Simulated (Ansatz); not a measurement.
Input

```
crystal:
  periodic: [false, false, false]
  atoms:
    - { symbol: C, position_ang: [-0.7942, -0.6282, -1.1023] }
    - { symbol: C, position_ang: [0.1496, 0.3104, -0.3827] }
    - { symbol: Ge, position_ang: [1.1303, -0.7255, 0.909] }
    - { symbol: B, position_ang: [-0.5185, 1.52, 0.36] }
    - { symbol: F, position_ang: [-0.2859, 2.8709, -0.0011] }
    - { symbol: F, position_ang: [-1.5816, 1.2471, 1.3793] }
    - { symbol: H, position_ang: [-0.2727, -1.3929, -1.639] }
    - { symbol: H, position_ang: [-1.3683, 0.0209, -1.8773] }
    - { symbol: H, position_ang: [-1.5577, -1.0253, -0.3591] }
    - { symbol: H, position_ang: [0.8696, 0.7414, -1.094] }
    - { symbol: H, position_ang: [1.9075, -1.8685, 0.2166] }
    - { symbol: H, position_ang: [0.2081, -1.3253, 1.9818] }
    - { symbol: H, position_ang: [2.1344, 0.2203, 1.6236] }
basis:
  gaussian: { orbitals: def2-SVP }
hamiltonian:
  xc: pbe0
  dispersion: d4
relax:
  f_tol: 0.015
  max_steps: 40
output:
  orbitals: {}
```

Launched as:

```sh
ansatz run input.yaml --threads 2 --pin off --max-ram 3072MiB --backend cpu --events-out ev --progress --plain --runs-dir out
```

The fields are those of the relaxed geometry.

The calculation used RKS PBE0-D4/def2-SVP in Ansatz 0.2.0.

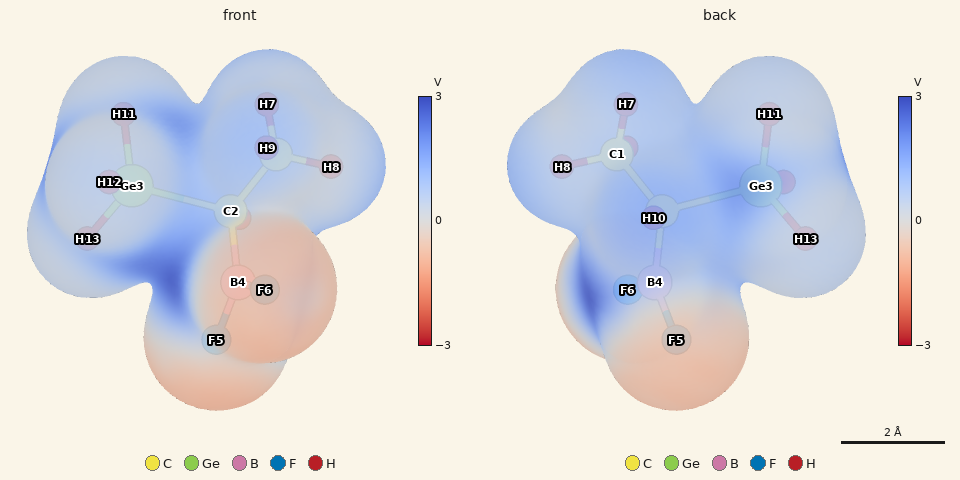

C$_{2}$H$_{7}$BF$_{2}$Ge (SMILES C[CH]([GeH3])B(F)F). The molecular electrostatic potential painted on the density surface at 0.004 e/bohr³, seen from the front and from behind; the colour scale runs from red (negative) to blue (positive).

Where is the surface potential most negative and most positive?

Answer. The most negative region (about −0.9 V) lies over F5 and F6, the most positive (about +2.5 V) over B4.
